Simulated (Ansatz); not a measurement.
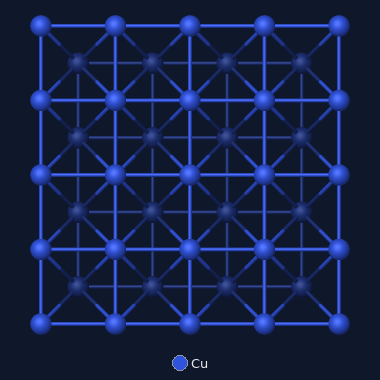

The system is O on a Cu(100) slab cut from the Fm-3m phase, its upper half relaxed before the scan (12 atoms of substrate and one adsorbate in a 2 × 2 cell); the picture shows it without the atoms that are moved over the map. O is moved over the surface cell; relaxed at each place: the height of the adsorbate's atoms; substrate rigid; the origin of the map has the adsorbate above Cu9. Places are given modulo a cell vector. The map is drawn in real space over the plane of the surface. The grid has 6 × 6 points; 10 points were computed and 26 follow by symmetry. Places are given in fractions of the 1 × 1 surface cell. Energies: eV, counted from the lowest grid point. The runs have no spin polarisation; a magnetic state may lie lower. Level of theory: Ansatz 0.2.0, DFT PBE, scalar-relativistic, plane waves, PAW. Settings: cutoff 420 eV, k-mesh 5×5×1, gaussian smearing 0.1 eV, no spin polarisation.

Range: position of O13 along the first surface vector from 0.000 to 0.833; position of O13 along the second surface vector from 0.000 to 0.833.

> What landscape does the calculation give?

The lowest grid point is at a fourfold hollow over a second-layer Cu atom, (3/6, 3/6) of the cell vectors. It is the only kind of minimum in the scanned range. The highest grid point, the top site over a surface Cu atom, (0/6, 0/6) of the cell vectors, lies 1.98 eV above the lowest. On the interpolated surface the easiest way out of the lowest well to its copy in the next cell or period passes a barrier of about 0.77 eV. At the lowest point the adsorbate has 4 Cu at 2.00 Å as nearest neighbours, at the highest 1 Cu at 1.71 Å. Its relaxed height above the top atom is 0.84 Å at the lowest and 1.71 Å at the highest point.

```
second ↓, first →   0/6   1/6   2/6   3/6   4/6   5/6
              5/6  1.86  1.74  1.27  0.69  1.27  1.74
              4/6  1.39  1.27  0.84  0.35  0.84  1.27
              3/6  0.77  0.69  0.35  0.00  0.35  0.69
              2/6  1.39  1.27  0.84  0.35  0.84  1.27
              1/6  1.86  1.74  1.27  0.69  1.27  1.74
              0/6  1.98  1.86  1.39  0.77  1.39  1.86
```

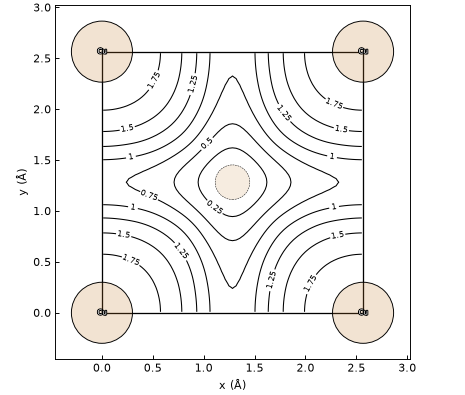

The picture shows contour lines labelled in eV, labelled circles for the atoms of the top layer and small ones for the second layer, the outline of one cell of the plane. Between grid points the surface is interpolated.

Each point was launched as `ansatz run input.yaml --threads 8 --pin off --max-ram 22528MiB --backend cpu --events-out ev --progress --plain --runs-dir out`. Time for the 10 points that were run: 14 min on 8 threads of Arm Neoverse N1, on a shared host.

PAW datasets: the set soft_1.
